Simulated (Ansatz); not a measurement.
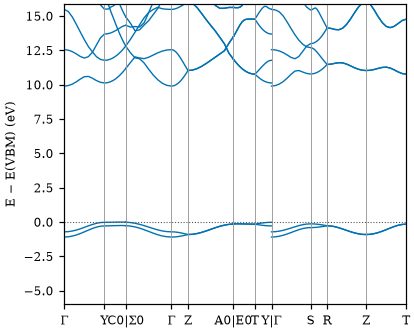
Band structure from DFT-r²SCAN+D4 in the program Ansatz with PAW potentials

Task: Read off the gap and where the band edges lie.

Result: About 9.9 eV (9.90 eV by a search for the band edges); maximum on the Y–C0 line, 78 % of the way from Y, minimum at Γ.

The material is H in space group Cmcm (No. 63; H on 8f).

The workflow started from a Materials Project entry (that database holds measured and hypothetical structures alike); the Crystallography Open Database copy checked does not list it. It is not the usual solid phase (space group No. 194). Symmetry was held in the r²SCAN+D4 relaxation; its stability against distortions is not shown here. The substance is a gas or liquid at ambient conditions.

Potentials: the later of the program's two PAW sets.
